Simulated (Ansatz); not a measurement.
**Fields on a plane of CsSnI3 (cubic perovskite)**

```
CELL_PARAMETERS angstrom
      6.13043     0.00000     0.00000
      0.00000     6.13043     0.00000
      0.00000     0.00000     6.13043
ATOMIC_POSITIONS crystal
  Cs 0.00000 0.00000 0.00000
  Sn 0.50000 0.50000 0.50000
  I  0.00000 0.50000 0.50000
  I  0.50000 0.50000 0.00000
  I  0.50000 0.00000 0.50000
```

The slice is a {110} plane (indices of the conventional cell) through the point (0.500, 0.500, 0.500) (fractional), spanned by u = [100] and v = [011] in vectors of this cell: u (6.13 Å) and v (8.67 Å, at 90° to u). It covers one period; positions are fractions (u, v).

Atoms on it: Cs at (0.50, 0.50); Sn at (0.00, 0.00); I at (0.50, 0.00).

Calculation: PBEsol (plane waves to 420 eV, PAW, scalar-relativistic; Ansatz, a program for electronic structure). k mesh 8×8×8. Inside the PAW spheres the values are not all-electron values, and peaks at nuclei hang on which shells count as valence. CsSnI3 was relaxed with its symmetry unable to fall. Spin-orbit coupling is left out, though I is heavy. This is a high-temperature form of CsSnI3.

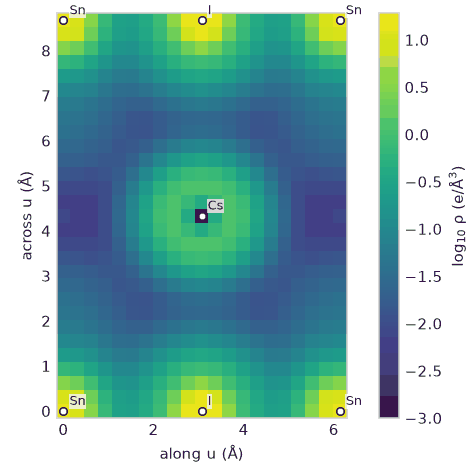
Fig. 1. Log₁₀ of the valence density in e/Å³, one period of the plane, atoms marked. The scale is logarithmic, as a density can span decades between atoms and voids; values under 0.001 e/Å³ are set to 0.001.

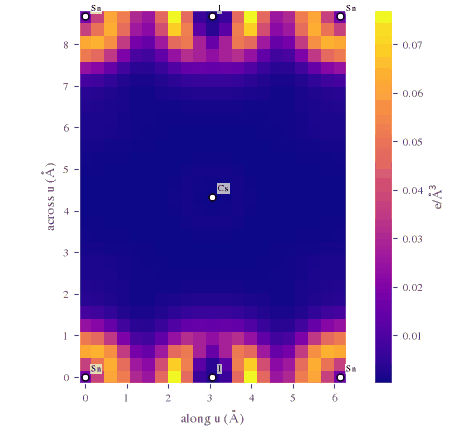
Figure: Density of the highest valence band (whole band, smooth part) in e/Å³, one period of the plane, atoms marked. 

* **Element round which the density of the lowest conduction band (whole band as if filled, smooth part) is largest on this plane**: Sn
